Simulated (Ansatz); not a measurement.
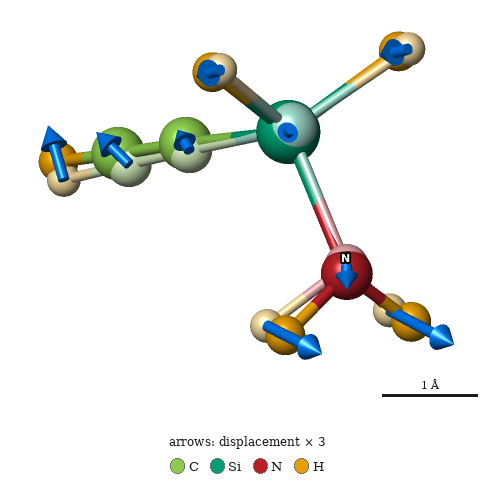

This is a relaxation of C2H5NSi. The starting structure is drawn faded, the final one solid; blue arrows show the displacements, magnified 3 times. The two geometries are superimposed by the best rigid fit.

Style: ball-and-stick. Shown from a free direction.

The run prepares an end point of a later path (inversion) calculation, from a guessed geometry.

Computed with RKS PBE0/6-31G* in Ansatz. Set-up: no spin polarisation; force threshold 0.015 eV/Å; at most 40 steps.

Describe the change and its energy.

Answer. An H atom moves most after the best rigid fit: 0.36 Å. By element the largest moves are H 0.36 Å, C 0.18 Å, N 0.09 Å, Si 0.09 Å. Near-neighbour distances that change, for instance: N–Si 1.629 → 1.727 Å, H–N 1.076 → 1.012 Å, H–Si 1.534 → 1.486 Å, C–H 1.109 → 1.069 Å. Bond angles that change, for instance: Si–N–H 107.9° → 118.5°, Si–N–H 109.9° → 118.5°, C–Si–N 110.2° → 115.9°. Over 5 geometry steps the energy falls by 0.565 eV. Largest force component: 6 eV/Å at the start, 0.0075 eV/Å at the end.
